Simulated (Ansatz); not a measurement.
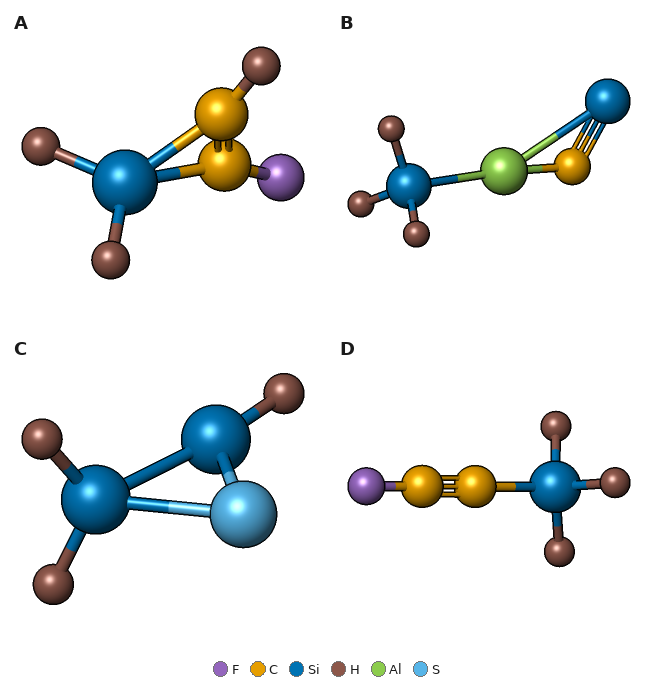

The picture comes from a calculation with Ansatz.

Which panel belongs to which SMILES?
(1) [SiH+]1[SiH2]S1
(2) [SiH3][Al]1[C]#[Si]1
(3) FC1=C[SiH2]1
(4) FC#C[SiH3]

A is (3), B is (2), C is (1), D is (4).
